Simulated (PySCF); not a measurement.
# CH5BClN (SMILES NCBCl): MP2/STO-3G

Aim: the vertical ionisation energy of CH5BClN at MP2/STO-3G, from 2 runs. The job is set up through a Python script.

Program for the calculation: PySCF 2.14.0.

### Step 1. The structure to begin with

CH5BClN: 9 atoms, total charge 0, spin state singlet. As SMILES, `NCBCl`. The coordinates come from a PBE0-D4/def2-TZVP relaxation. This is one conformer, not always the lowest.

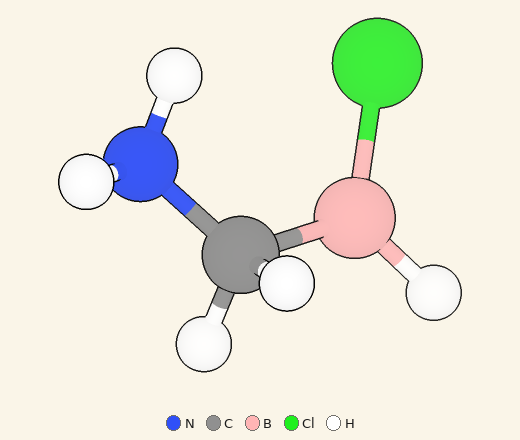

The structure, seen from a chosen angle (nitrogen blue, carbon grey, boron pink, chlorine green, hydrogen white).

### Step 2. A single-point energy at MP2/STO-3G

job.py

```python
from pyscf import gto, mp

mol = gto.M(
    atom='''
N     -0.982500     0.902000     0.103600
C      0.104400     0.053300     0.532000
B      0.577300    -1.055600    -0.440200
Cl     0.054200    -1.097200    -2.108100
H     -0.910300     1.129300    -0.878900
H     -1.020500     1.764600     0.627600
H      1.053500     0.586400     0.761400
H     -0.145900    -0.439400     1.483000
H      1.358200    -1.889700    -0.097600
''',
    verbose=4,
    basis='sto-3g',
    max_memory=1860,
)

mf = mol.RHF()
mf.conv_tol = 1e-10
mf.kernel()
if not mf.converged:
    mf = mf.newton().run(mf.mo_coeff, mf.mo_occ)

pt = mp.MP2(mf, frozen=8).run()
etot = pt.e_tot
print('E = %.10f Eh' % etot)
```

On the command line:

```bash
$ OMP_NUM_THREADS=1 python job.py
```

The program printed:

```text
PySCF version 2.14.0

[INPUT] num. atoms = 9
[INPUT] num. electrons = 40
[INPUT] charge = 0
[INPUT] spin (= nelec alpha-beta = 2S) = 0
[INPUT] symmetry False subgroup None
[INPUT] Mole.unit = angstrom
[INPUT] Symbol           X                Y                Z      unit          X                Y                Z       unit  Magmom
[INPUT]  1 N     -0.982500000000   0.902000000000   0.103600000000 AA   -1.856655917385   1.704532964358   0.195775626505 Bohr   0.0
[INPUT]  2 C      0.104400000000   0.053300000000   0.532000000000 AA    0.197287407405   0.100722402439   1.005334298269 Bohr   0.0
[INPUT]  3 B      0.577300000000  -1.055600000000  -0.440200000000 AA    1.090938891711  -1.994794897091  -0.831857440034 Bohr   0.0
[INPUT]  4 Cl     0.054200000000  -1.097200000000  -2.108100000000 AA    0.102423155951  -2.073407503873  -3.983731643196 Bohr   0.0
[INPUT]  5 H     -0.910300000000   1.129300000000  -0.878900000000 AA   -1.720217691192   2.134067712471  -1.660880290880 Bohr   0.0
[INPUT]  6 H     -1.020500000000   1.764600000000   0.627600000000 AA   -1.928465510119   3.334610719408   1.185992115777 Bohr   0.0
[INPUT]  7 H      1.053500000000   0.586400000000   0.761400000000 AA    1.990826472229   1.108135399445   1.438837471244 Bohr   0.0
[INPUT]  8 H     -0.145900000000  -0.439400000000   1.483000000000 AA   -0.275711041574  -0.830345659134   2.802463842730 Bohr   0.0
[INPUT]  9 H      1.358200000000  -1.889700000000  -0.097600000000 AA    2.566626022384  -3.571015457591  -0.184437269758 Bohr   0.0

nuclear repulsion = 141.976577675675
number of shells = 19
number of NR pGTOs = 87
number of NR cGTOs = 29
basis = sto-3g
ecp = {}

******** <class 'pyscf.scf.hf.RHF'> ********
method = RHF
initial guess = minao
damping factor = 0
level_shift factor = 0
DIIS = <class 'pyscf.scf.diis.CDIIS'>
diis_start_cycle = 1
diis_space = 8
diis_damp = 0
SCF conv_tol = 1e-10
SCF conv_tol_grad = None
SCF max_cycles = 50
direct_scf = True
direct_scf_tol = 1e-13
Set gradient conv threshold to 1e-05
Initial guess from minao.
init E= -573.236455895156
  HOMO = -0.23599202151043  LUMO = 0.13775528840694  gap/eV = 10.17018
cycle= 1 E= -572.966761767933  delta_E= 0.27  |g|= 0.367  |ddm|= 3.49
  HOMO = -0.274930273016641  LUMO = 0.171617311912888  gap/eV = 12.15118
cycle= 2 E= -573.024379464448  delta_E= -0.0576  |g|= 0.0867  |ddm|= 0.721
  HOMO = -0.327097100987401  LUMO = 0.227188193778049  gap/eV = 15.08287
cycle= 3 E= -573.027614568088  delta_E= -0.00324  |g|= 0.0229  |ddm|= 0.156
  HOMO = -0.323693286443297  LUMO = 0.222878281781815  gap/eV = 14.87297
cycle= 4 E= -573.027951626143  delta_E= -0.000337  |g|= 0.00308  |ddm|= 0.0654
  HOMO = -0.323552841641333  LUMO = 0.222945432015452  gap/eV = 14.87098
cycle= 5 E= -573.027959851346  delta_E= -8.23e-06  |g|= 0.000915  |ddm|= 0.00972
  HOMO = -0.323721964575485  LUMO = 0.223070677587528  gap/eV = 14.87899
cycle= 6 E= -573.027960592409  delta_E= -7.41e-07  |g|= 0.000182  |ddm|= 0.00316
  HOMO = -0.323691081038535  LUMO = 0.223071659582495  gap/eV = 14.87817
cycle= 7 E= -573.027960622528  delta_E= -3.01e-08  |g|= 3.27e-05  |ddm|= 0.000633
  HOMO = -0.323690429758461  LUMO = 0.223073491326139  gap/eV = 14.87820
cycle= 8 E= -573.027960623652  delta_E= -1.12e-09  |g|= 8.8e-06  |ddm|= 0.000103
  HOMO = -0.323691894522155  LUMO = 0.223072867279752  gap/eV = 14.87823
cycle= 9 E= -573.027960623737  delta_E= -8.46e-11  |g|= 2.15e-06  |ddm|= 3.05e-05
  HOMO = -0.323690930566308  LUMO = 0.223073519968778  gap/eV = 14.87822
Extra cycle  E= -573.027960623742  delta_E= -5e-12  |g|= 1.02e-06  |ddm|= 4.51e-06
converged SCF energy = -573.027960623742

******** <class 'pyscf.mp.mp2.RMP2'> ********
nocc = 12, nmo = 21
frozen orbitals 8
E(RMP2) = -573.163403321404  E_corr = -0.135442697662353
E(SCS-RMP2) = -573.175818936523  E_corr = -0.147858312780998
E_corr(same-spin) = -0.0169302974005682
E_corr(oppo-spin) = -0.118512400261785
E = -573.1634033214 Eh
```

Run time: 0.91 s. Hardware: 1 thread of Arm Neoverse V1, shared host; peak memory 0.12 GiB.

### Step 3. The doublet cation

input.py

```python
from pyscf import gto, mp

system = gto.Mole()
system.atom = '''
N     -1.856656     1.704533     0.195776
C      0.197287     0.100722     1.005334
B      1.090939    -1.994795    -0.831857
Cl     0.102423    -2.073408    -3.983732
H     -1.720218     2.134068    -1.660880
H     -1.928466     3.334611     1.185992
H      1.990826     1.108135     1.438837
H     -0.275711    -0.830346     2.802464
H      2.566626    -3.571015    -0.184437
'''
system.unit = 'bohr'
system.max_memory = 1860
system.spin = 1
system.charge = 1
system.verbose = 3
system.basis = 'sto-3g'
system.build()

calc0 = system.UHF()
calc0.conv_tol = 1e-10
calc0.kernel()
if not calc0.converged:
    calc0 = calc0.newton().run(calc0.mo_coeff, calc0.mo_occ)

pt = mp.MP2(calc0, frozen=8).run()
etot = pt.e_tot
print('E = %.10f Eh' % etot)
```

On the command line:

```bash
$ OMP_NUM_THREADS=1 python input.py
```

The program printed:

```text
converged SCF energy = -572.782237526679  <S^2> = 0.75946474  2S+1 = 2.0094425
E(UMP2) = -572.914710066354  E_corr = -0.132472539675715
E(SCS-UMP2) = -572.925763554692  E_corr = -0.143526028013673
E = -572.9147100664 Eh
```

Wall time 0.93 s (1 thread of Arm Neoverse V1, shared host); peak memory 0.12 GiB.

### Step 4. Outcome

At MP2/STO-3G, 8 core orbitals frozen:

| quantity | value |
| --- | --- |
| singlet CH5BClN: total energy | -573.16340 Eh |
| singlet CH5BClN: dipole moment (Hartree–Fock density) | 2.48 D |
| singlet CH5BClN: HOMO energy (Hartree–Fock orbitals) | -8.81 eV |
| singlet CH5BClN: LUMO energy (Hartree–Fock orbitals) | 6.07 eV |
| singlet CH5BClN: HOMO–LUMO gap (Hartree–Fock orbitals) | 14.88 eV |
| singlet CH5BClN: correlation energy (8 core orbitals frozen) | -135.4 mEh |
| doublet cation: total energy | -572.91471 Eh |
| doublet cation: HOMO energy (Hartree–Fock orbitals) (highest over α and β) | -15.52 eV |
| doublet cation: LUMO energy (Hartree–Fock orbitals) (lowest over α and β) | -4.49 eV |
| doublet cation: correlation energy (8 core orbitals frozen) | -132.5 mEh |
| doublet cation: ⟨S²⟩ of the reference determinant | 0.759 |
| vertical ionisation energy (to the doublet cation) | 6.767 eV |

The vertical ionisation energy comes to 6.77 eV (653 kJ/mol). In a minimal basis such a difference can be off by several eV, whatever the method.
